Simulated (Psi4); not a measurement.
**Single-point calculation, with input and output: SiHCl2**

System: SiHCl2, multiplicity 2, SMILES Cl[SiH]Cl.
Method: SCS-MP2/aug-cc-pVDZ, UHF (Psi4 1.11).

The geometry was optimised with r2SCAN/cc-pVTZ.

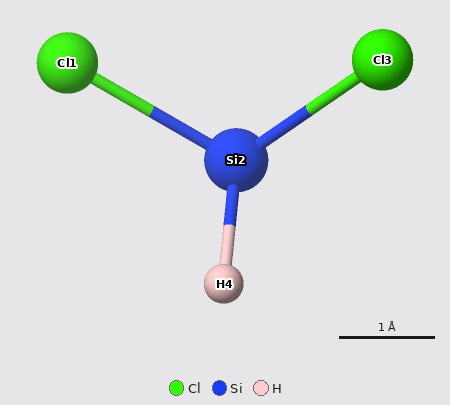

Fig. 1: The input geometry (ball-and-stick view, seen at a tilt; atoms are numbered from 1 in the order of the input). Bond lengths as drawn: Cl–Si 2.06 Å and H–Si 1.49 Å.

## Key numbers

```tsv
quantity	value
outcome	converged
total energy	−1208.950263 hartree
SCF energy	−1208.589027 hartree
MP2 energy	−1208.960843 hartree
correlation energy	−0.361236 hartree
basis functions	90
⟨S²⟩	0.755
hardware	1 thread of AMD EPYC (Zen 4), 64 GiB of memory available, shared host
wall time	17 s
peak memory	0.51 GiB
```

## The input (cl2hsi.dat)
```
memory 1.6 GB

molecule {
  0 2
  Cl    -1.657281     0.180977     0.897255
  Si     0.189407    -0.415054     0.203161
  Cl     0.259958    -0.283653    -1.852333
  H      1.214365     0.512801     0.761050
  units angstrom
  symmetry c1
}

set basis aug-cc-pVDZ
set reference uhf
set freeze_core true

energy("scs-mp2")
```

Launched with:
```bash
psi4 -n 1 cl2hsi.dat cl2hsi.out
```

## What the program printed
```
Psi4 1.11 release

  Memory set to   1.490 GiB by Python driver.

   => Loading Basis Set <=

    Name: AUG-CC-PVDZ
    Role: ORBITAL
    Keyword: BASIS

         ---------------------------------------------------------
                                   SCF
                              UHF Reference
                        1 Threads,   1525 MiB Core
         ---------------------------------------------------------

  ==> Geometry <==

    Molecular point group: c1
    Full point group: C1

    Geometry (in Angstrom), charge = 0, multiplicity = 2:

       Center              X                  Y                   Z               Mass
    ------------   -----------------  -----------------  -----------------  -----------------
         CL          -1.229270108637     0.329432507022     1.169661863976    34.968852682000
         SI           0.617417891363    -0.266598492978     0.475567863976    27.976926534650
         CL           0.687968891363    -0.135197492978    -1.579926136024    34.968852682000
         H            1.642375891363     0.661256507022     1.033456863976     1.007825032230

  Running in c1 symmetry.

  Rotational constants: A =      0.52776  B =      0.08360  C =      0.07305 [cm^-1]
  Rotational constants: A =  15821.77691  B =   2506.25454  C =   2190.10704 [MHz]
  Nuclear repulsion =  178.600951105975639

  Charge       = 0
  Multiplicity = 2
  Electrons    = 49
  Nalpha       = 25
  Nbeta        = 24

  ==> Algorithm <==

  SCF Algorithm Type is PK.
  DIIS enabled.
  MOM disabled.
  Fractional occupation disabled.
  Guess Type is SAD.
  Energy threshold   = 1.00e-08
  Density threshold  = 1.00e-08
  Integral threshold = 1.00e-12

  ==> Primary Basis <==

  Basis Set: AUG-CC-PVDZ
    Blend: AUG-CC-PVDZ
    Number of shells: 38
    Number of basis functions: 90
    Number of Cartesian functions: 96
    Spherical Harmonics?: true
    Max angular momentum: 2

  ==> Integral Setup <==

  Using in-core PK algorithm.
   Calculation information:
      Number of atoms:                   4
      Number of AO shells:              38
      Number of primitives:            166
      Number of atomic orbitals:        96
      Number of basis functions:        90

      Integral cutoff                 1.00e-12
      Number of threads:                 1

  Performing in-core PK
  Using 16773120 doubles for integral storage.
  We computed 272791 shell quartets total.
  Whereas there are 274911 unique shell quartets.

  ==> DiskJK: Disk-Based J/K Matrices <==

    J tasked:                  Yes
    K tasked:                  Yes
    wK tasked:                  No
    Memory [MiB]:             1144
    Schwarz Cutoff:          1E-12

  Minimum eigenvalue in the overlap matrix is 1.1552747873E-03.
  Reciprocal condition number of the overlap matrix is 1.8483009101E-04.
    Using symmetric orthogonalization.

  ==> Pre-Iterations <==

  SCF Guess: Superposition of Atomic Densities via on-the-fly atomic UHF (no occupation information).

   -------------------------
    Irrep   Nso     Nmo
   -------------------------
     A         90      90
   -------------------------
    Total      90      90
   -------------------------

  ==> Iterations <==

                        Total Energy        Delta E     RMS |[F,P]|

   @UHF iter SAD: -1208.24622322533969   -1.20825e+03   0.00000e+00
   @UHF iter   1: -1208.55769802894338   -3.11475e-01   1.98581e-03 ADIIS/DIIS
   @UHF iter   2: -1208.58344930432008   -2.57513e-02   7.94009e-04 ADIIS/DIIS
   @UHF iter   3: -1208.58791309585490   -4.46379e-03   2.77309e-04 ADIIS/DIIS
   @UHF iter   4: -1208.58894177309048   -1.02868e-03   6.35702e-05 DIIS
   @UHF iter   5: -1208.58901465735221   -7.28843e-05   2.41286e-05 DIIS
   @UHF iter   6: -1208.58902519061462   -1.05333e-05   9.56899e-06 DIIS
   @UHF iter   7: -1208.58902716587500   -1.97526e-06   2.88979e-06 DIIS
   @UHF iter   8: -1208.58902732515003   -1.59275e-07   8.35634e-07 DIIS
   @UHF iter   9: -1208.58902733595733   -1.08073e-08   3.19123e-07 DIIS
   @UHF iter  10: -1208.58902733791933   -1.96201e-09   1.11578e-07 DIIS
   @UHF iter  11: -1208.58902733820105   -2.81716e-10   3.86815e-08 DIIS
   @UHF iter  12: -1208.58902733823834   -3.72893e-11   1.28889e-08 DIIS
   @UHF iter  13: -1208.58902733824061   -2.27374e-12   4.04447e-09 DIIS
  Energy and wave function converged.

  ==> Post-Iterations <==

   @Spin Contamination Metric:   4.732060876E-03
   @S^2 Expected:                7.500000000E-01
   @S^2 Observed:                7.547320609E-01
   @S   Expected:                5.000000000E-01
   @S   Observed:                5.000000000E-01

    Orbital Energies [Eh]
    ---------------------

    Alpha Occupied:

       1A   -104.846150     2A   -104.846149     3A    -68.893119
       4A    -10.574260     5A    -10.574258     6A     -8.042360
       7A     -8.042359     8A     -8.039093     9A     -8.039092
      10A     -8.038460    11A     -8.038459    12A     -6.233042
      13A     -4.342910    14A     -4.336294    15A     -4.334744
      16A     -1.132907    17A     -1.105718    18A     -0.729876
      19A     -0.567927    20A     -0.564056    21A     -0.527572
      22A     -0.488604    23A     -0.479573    24A     -0.470109
      25A     -0.363847

    Alpha Virtual:

      26A      0.045883    27A      0.051430    28A      0.051685
      29A      0.061577    30A      0.102058    31A      0.124711
      32A      0.125271    33A      0.139898    34A      0.140916
      35A      0.152497    36A      0.159347    37A      0.183342
      38A      0.192588    39A      0.193276    40A      0.244045
      41A      0.247320    42A      0.275973    43A      0.279754
      44A      0.306670    45A      0.330899    46A      0.353391
      47A      0.354978    48A      0.428067    49A      0.452864
      50A      0.475047    51A      0.486248    52A      0.497177
      53A      0.501284    54A      0.533667    55A      0.537172
      56A      0.567577    57A      0.567872    58A      0.595724
      59A      0.627274    60A      0.641886    61A      0.677686
      62A      0.752250    63A      0.760238    64A      0.783536
      65A      0.810814    66A      0.844315    67A      0.944355
      68A      0.947109    69A      0.982878    70A      1.015518
      71A      1.029719    72A      1.083009    73A      1.134036
      74A      1.143962    75A      1.244785    76A      1.405258
      77A      1.424476    78A      1.433949    79A      1.435952
      80A      1.461672    81A      1.481561    82A      1.488435
      83A      1.501085    84A      1.524464    85A      1.561648
      86A      1.714713    87A      1.731166    88A      1.914807
      89A      1.944570    90A      2.226824

    Beta Occupied:

       1A   -104.845082     2A   -104.845081     3A    -68.887125
       4A    -10.573094     5A    -10.573090     6A     -8.040018
       7A     -8.040017     8A     -8.037899     9A     -8.037898
      10A     -8.036610    11A     -8.036609    12A     -6.223325
      13A     -4.332399    14A     -4.331194    15A     -4.322582
      16A     -1.123256    17A     -1.097381    18A     -0.690441
      19A     -0.552270    20A     -0.551968    21A     -0.502156
      22A     -0.476908    23A     -0.470778    24A     -0.468251

    Beta Virtual:

      25A      0.011260    26A      0.050898    27A      0.054160
      28A      0.054641    29A      0.067551    30A      0.115076
      31A      0.127368    32A      0.134954    33A      0.148351
      34A      0.152535    35A      0.158987    36A      0.168761
      37A      0.186309    38A      0.194388    39A      0.208777
      40A      0.258151    41A      0.261072    42A      0.281930
      43A      0.283040    44A      0.319375    45A      0.341366
      46A      0.361479    47A      0.363814    48A      0.438119
      49A      0.456162    50A      0.491077    51A      0.499333
      52A      0.501076    53A      0.517477    54A      0.537711
      55A      0.541735    56A      0.571813    57A      0.581341
      58A      0.604343    59A      0.633241    60A      0.668181
      61A      0.704502    62A      0.761465    63A      0.790648
      64A      0.809755    65A      0.820373    66A      0.862615
      67A      0.951806    68A      0.954465    69A      0.990347
      70A      1.020555    71A      1.032990    72A      1.087046
      73A      1.137054    74A      1.147614    75A      1.259790
      76A      1.410455    77A      1.428592    78A      1.435872
      79A      1.439036    80A      1.466243    81A      1.487863
      82A      1.492754    83A      1.505065    84A      1.527434
      85A      1.563877    86A      1.718599    87A      1.735535
      88A      1.926358    89A      1.953712    90A      2.236958

    Final Occupation by Irrep:
              A
    DOCC [    24 ]
    SOCC [     1 ]
    NA   [    25 ]
    NB   [    24 ]

  @UHF Final Energy: -1208.58902733824061

   => Energetics <=

    Nuclear Repulsion Energy =            178.6009511059756392
    One-Electron Energy =               -2027.6335862362984699
    Two-Electron Energy =                 640.4436077920825028
    Total Energy =                      -1208.5890273382403848

  UHF NO Occupations:
  HONO-2 :   23  A 1.9996710
  HONO-1 :   24  A 1.9983927
  HONO-0 :   25  A 1.0000000
  LUNO+0 :   26  A 0.0016073
  LUNO+1 :   27  A 0.0003290
  LUNO+2 :   28  A 0.0002534
  LUNO+3 :   29  A 0.0000680

Computation Completed

Properties will be evaluated at   0.000000,   0.000000,   0.000000 [a0]

Properties computed using the SCF density matrix

 Multipole Moments:

 ------------------------------------------------------------------------------------
     Multipole            Electronic (a.u.)      Nuclear  (a.u.)        Total (a.u.)
 ------------------------------------------------------------------------------------

 L = 1.  Multiply by 2.5417464519 to convert [e a0] to [Debye]
 Dipole X            :         -1.6077600            2.0486628            0.4409028
 Dipole Y            :         -0.5804403            0.4362864           -0.1441538
 Dipole Z            :         -1.0229614            1.3547717            0.3318103
 Magnitude           :                                                    0.5703277

 ------------------------------------------------------------------------------------

	total time  =          8 seconds =       0.13 minutes
 MINTS: Wrapper to libmints.

   Calculation information:
      Number of threads:                 1
      Number of atoms:                   4
      Number of AO shells:              38
      Number of SO shells:              38
      Number of primitives:            166
      Number of atomic orbitals:        96
      Number of basis functions:        90

      Number of irreps:                  1
      Integral cutoff                 1.00e-12
      Number of functions per irrep: [  90 ]

 OEINTS: Overlap, kinetic, potential, dipole, and quadrupole integrals
         stored in file 35.

      Computing two-electron integrals...done
      Computed 8141034 non-zero two-electron integrals.
        Stored in file 33.

  Module OCC Options:
  ----------------------------------------------------------------------------
  ACTIVE                        => (empty)
  BASIS_RELATIVISTIC            => (empty)
  BENCH                         => (empty)
  CACHELEVEL                    => (empty)
  CCL_ENERGY                    => (empty)
  CC_MAXITER                    => (empty)
  CC_TYPE                       => (empty)
  CEPA_OS_SCALE                 => (empty)
  CEPA_SOS_SCALE                => (empty)
  CEPA_SS_SCALE                 => (empty)
  CEPA_TYPE                     => (empty)
  CI_TYPE                       => (empty)
  CUBEPROP_BASIS_FUNCTIONS      => (empty)
  CUBEPROP_FILEPATH             => (empty)
  CUBEPROP_ISOCONTOUR_THRESHOLD => (empty)
  CUBEPROP_ORBITALS             => (empty)
  CUBEPROP_TASKS                => (empty)
  CUBIC_BASIS_TOLERANCE         => (empty)
  CUBIC_BLOCK_MAX_POINTS        => (empty)
  CUBIC_GRID_OVERAGE            => (empty)
  CUBIC_GRID_SPACING            => (empty)
  CUTOFF                        => (empty)
  DDX                           => (empty)
  DEBUG                         => (empty)
  DERTYPE                       => (empty)
  DF_BASIS_CC                   => (empty)
  DIE_IF_NOT_CONVERGED          => (empty)
  DIIS_MAX_VECS                 => (empty)
  DIIS_MIN_VECS                 => (empty)
  DKH_ORDER                     => (empty)
  DOCC                          => (empty)
  DO_DIIS                       => (empty)
  DO_LEVEL_SHIFT                => (empty)
  DO_SCS                        => (empty)
  DO_SOS                        => (empty)
  E3_SCALE                      => (empty)
  EA_POLES                      => (empty)
  EKT_EA                        => (empty)
  EKT_IP                        => (empty)
  EP_EA_POLES                   => (empty)
  EP_IP_POLES                   => (empty)
  EP_MAXITER                    => (empty)
  EXTERNAL_POTENTIAL_SYMMETRY   => (empty)
  E_CONVERGENCE                 => 1e-06           !
  FREEZE_CORE                   => TRUE            !
  FREEZE_CORE_POLICY            => (empty)
  FROZEN_DOCC                   => (empty)
  FROZEN_UOCC                   => (empty)
  INTEGRAL_PACKAGE              => (empty)
  IP_POLES                      => (empty)
  LEVEL_SHIFT                   => (empty)
  LITERAL_CFOUR                 => (empty)
  LS_THC_BASIS_TOLERANCE        => (empty)
  LS_THC_DF                     => (empty)
  LS_THC_PRUNING_SCHEME         => (empty)
  LS_THC_RADIAL_POINTS          => (empty)
  LS_THC_SPHERICAL_POINTS       => (empty)
  LS_THC_S_EPSILON              => (empty)
  LS_THC_WEIGHTS_TOLERANCE      => (empty)
  MAT_NUM_COLUMN_PRINT          => (empty)
  MAX_MOGRAD_CONVERGENCE        => (empty)
  MAX_RADIAL_MOMENT             => (empty)
  MBIS_D_CONVERGENCE            => (empty)
  MBIS_MAXITER                  => (empty)
  MBIS_PRUNING_SCHEME           => (empty)
  MBIS_RADIAL_POINTS            => (empty)
  MBIS_SPHERICAL_POINTS         => (empty)
  MOGRAD_DAMPING                => (empty)
  MOLDEN_WITH_VIRTUAL           => (empty)
  MO_MAXITER                    => (empty)
  MO_READ                       => (empty)
  MO_STEP_MAX                   => (empty)
  MO_WRITE                      => (empty)
  MP2_OS_SCALE                  => (empty)
  MP2_SOS_SCALE                 => (empty)
  MP2_SOS_SCALE2                => (empty)
  MP2_SS_SCALE                  => (empty)
  MP2_TYPE                      => (empty)
  MP_TYPE                       => (empty)
  NAT_ORBS                      => (empty)
  NUM_FROZEN_DOCC               => (empty)
  NUM_FROZEN_UOCC               => (empty)
  NUM_GPUS                      => (empty)
  OCC_ORBS_PRINT                => (empty)
  OEPROP                        => (empty)
  OPT_METHOD                    => (empty)
  ORBITAL_OPTIMIZER_PACKAGE     => (empty)
  ORB_OPT                       => FALSE           !
  ORB_RESP_SOLVER               => (empty)
  ORTH_TYPE                     => (empty)
  OS_SCALE                      => (empty)
  PARENT_SYMMETRY               => (empty)
  PCG_BETA_TYPE                 => (empty)
  PCG_CONVERGENCE               => (empty)
  PCG_MAXITER                   => (empty)
  PCM                           => (empty)
  PE                            => (empty)
  PRINT                         => (empty)
  PRINT_NOONS                   => (empty)
  PROPERTIES                    => (empty)
  PROPERTIES_ORIGIN             => (empty)
  PUREAM                        => (empty)
  QC_MODULE                     => (empty)
  RAS1                          => (empty)
  RAS2                          => (empty)
  RAS3                          => (empty)
  RAS4                          => (empty)
  RELATIVISTIC                  => (empty)
  RELAXED                       => (empty)
  REMP_A                        => (empty)
  RESTRICTED_DOCC               => (empty)
  RESTRICTED_UOCC               => (empty)
  RMS_MOGRAD_CONVERGENCE        => (empty)
  R_CONVERGENCE                 => (empty)
  SCF_TYPE                      => (empty)
  SCREENING                     => (empty)
  SCS_TYPE                      => (empty)
  SOCC                          => (empty)
  SOS_TYPE                      => (empty)
  SPIN_SCALE_TYPE               => SCS             !
  SS_SCALE                      => (empty)
  SYMMETRIZE                    => (empty)
  TPDM_ABCD_TYPE                => (empty)
  WFN                           => (empty)
  WFN_TYPE                      => OMP2            !
  WRITER_FILE_LABEL             => (empty)
  ZORA_BASIS_TOLERANCE          => (empty)
  ZORA_NR_DEBUG                 => (empty)
  ZORA_PRUNING_SCHEME           => (empty)
  ZORA_RADIAL_POINTS            => (empty)
  ZORA_SPHERICAL_POINTS         => (empty)

 ==============================================================================
 ==============================================================================
 ==============================================================================

                             MP2

 ==============================================================================
 ==============================================================================
 ==============================================================================

	MO spaces per irreps...

	IRREP   FC   AOCC  BOCC  AVIR    BVIR  FV
	==========================================
	   A    15    10     9    65     66     0
	==========================================

	Computing MP2 energy using SCF MOs (Canonical MP2)...
	==============================================================================
	Nuclear Repulsion Energy (a.u.)    :   178.60095110597564
	SCF Energy (a.u.)                  : -1208.58902733824061
	REF Energy (a.u.)                  : -1208.58902733824061
	Alpha-Alpha Contribution (a.u.)    :    -0.05121285967530
	Alpha-Beta Contribution (a.u.)     :    -0.27380432395855
	Beta-Beta Contribution (a.u.)      :    -0.04679869614713
	Scaled_SS Correlation Energy (a.u.):    -0.03267051860748
	Scaled_OS Correlation Energy (a.u.):    -0.32856518875026
	SCS-MP2 Total Energy (a.u.)        : -1208.95026304559838
	SOS-MP2 Total Energy (a.u.)        : -1208.91759252699080
	SCSN-MP2 Total Energy (a.u.)       : -1208.76152767648819
	SCS-MP2-VDW Total Energy (a.u.)    : -1208.98850265081865
	SOS-PI-MP2 Total Energy (a.u.)     : -1208.97235339178269
	MP2 Correlation Energy (a.u.)      :    -0.37181587978098
	MP2 Total Energy (a.u.)            : -1208.96084321802164
	==============================================================================

	total time  =          2 seconds =       0.03 minutes

    Psi4 run time: 0:00:16.05
```
